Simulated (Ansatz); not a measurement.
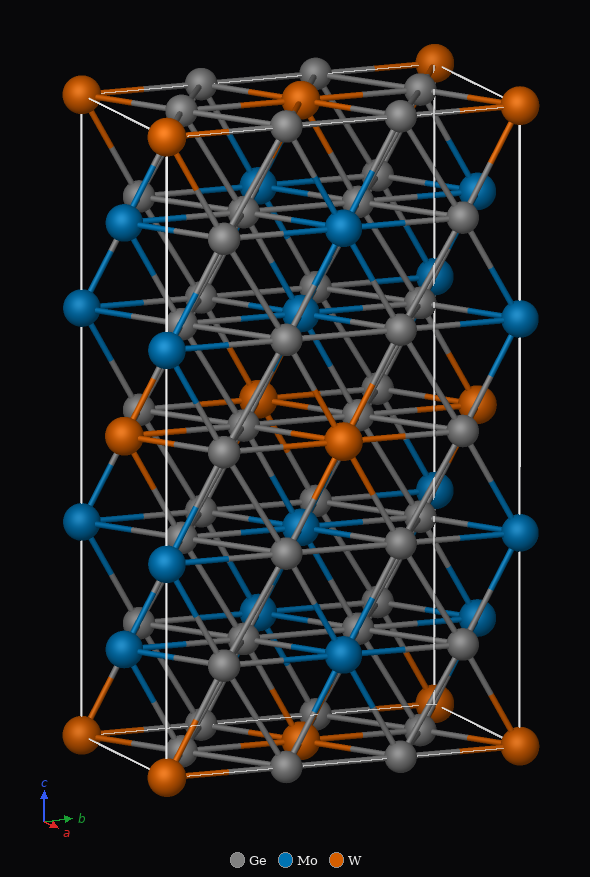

Ball-and-stick drawing of the structure, looking slightly off an axis. The frame is the conventional unit cell; atoms at its boundary are shown with their periodic copies.

Ge6Mo2W, space group Fmmm (No. 69), a = 4.721 Å, b = 8.287 Å, c = 14.166 Å, α = 90.00°, β = 90.00°, γ = 90.00°. Provenance: a structure type filled with these elements by a generator (whether the compound takes this form wasn't checked). Earlier steps of the study, as a rule a relaxation of our own, may have changed the cell and positions, so they can lie some per cent off the listed ones. An electronic-structure calculation with Ansatz was run on it.

This one geometry was computed with Ansatz (DFT, plane waves, PAW) at three levels of theory: LDA, PBE and r2SCAN.

Which level gives the highest pressure at this volume, and what does that say about its equilibrium volume?

Highest: PBE (0.0 GPa), which points to the largest equilibrium volume. Lowest, with the smallest volume: LDA (-9.5 GPa). Levels within 0.5 GPa of each other can't be told apart.

How does the band gap change with the level of theory?

All levels give a metal.

Collect the results in a table.

| level | cutoff (eV) | k-mesh of the run's cell | gap (eV) | pressure (GPa) |
| --- | --- | --- | --- | --- |
| LDA | 420 | 10×10×10 | metal | -9.5 |
| PBE | 420 | 10×10×10 | metal | 0.0 |
| r2SCAN | 500 | 10×10×10 | metal | -4.1 |

Gaps are taken on the k-mesh or band path of each run.
